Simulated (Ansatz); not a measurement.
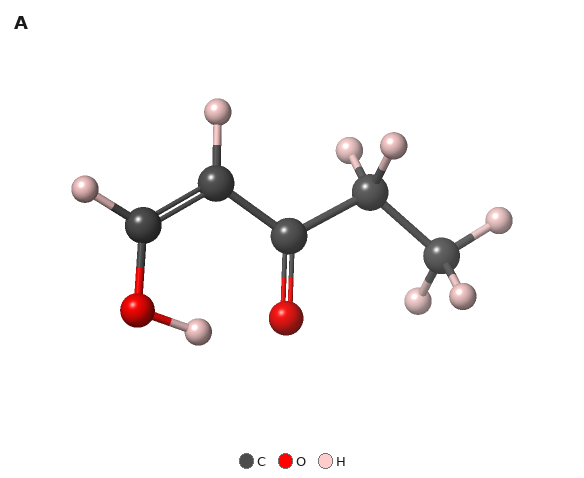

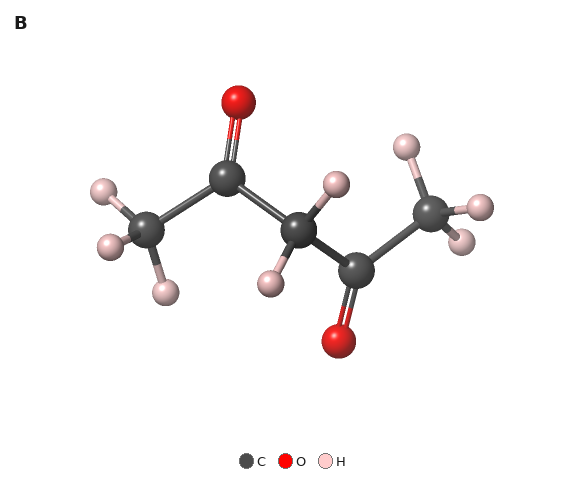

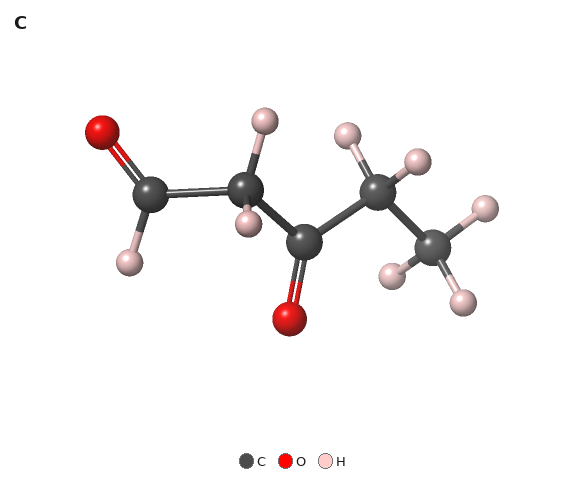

3 stationary structures of one formula. Geometries: PBE-D4/def2-SVP. Electronic energies: PBE-D4/def2-SVP (Ansatz 0.2.0), without zero-point energy. No frequency run is at hand to confirm each as a minimum. Each is one conformer, not always the lowest.

### How are they related?

They are constitutional isomers of C5H8O2: A `CCC(=O)/C=C\O`, B `CC(=O)CC(C)=O`, C `CCC(=O)CC=O`.

### Which is lowest in energy, and by how much?

A is lowest; B lies 2.8 kcal/mol above it, C lies 11.1 kcal/mol above it.
